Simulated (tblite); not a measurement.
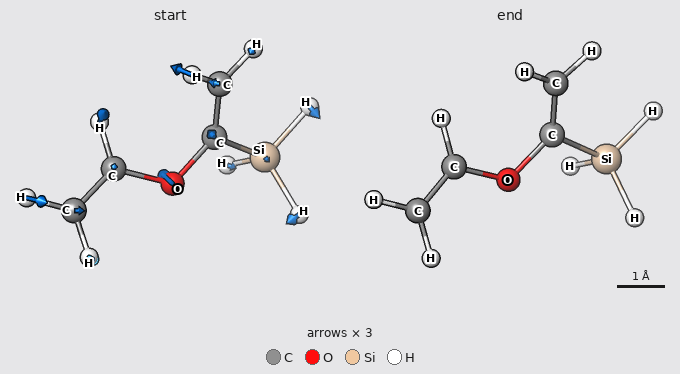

The structure of C4H8OSi before (left) and after (right) a relaxation, at one scale. The blue arrows give the displacements, magnified 3 times.

The picture is a ball-and-stick view, seen from a free direction.

Method: GFN2-xTB geometry optimisation, gas phase in tblite. 

Question: What changed between the two?

Answer: The O atom moves most after the best rigid fit: 0.30 Å. By element the largest moves are O 0.30 Å, H 0.29 Å, C 0.10 Å, Si 0.05 Å. Among the contacts that change: C–O 1.404 → 1.372 Å, H–Si 1.491 → 1.464 Å, C–C 1.348 → 1.323 Å, C–Si 1.874 → 1.893 Å. Among the angles between lasting bonds that change: O–C–Si 114.3° → 108.7°, C–C–Si 122.7° → 126.3°, C–C–H 121.2° → 124.1°. Groups turn about C–O by about 25°. Over 75 geometry steps the energy falls by 3.06 kcal/mol.
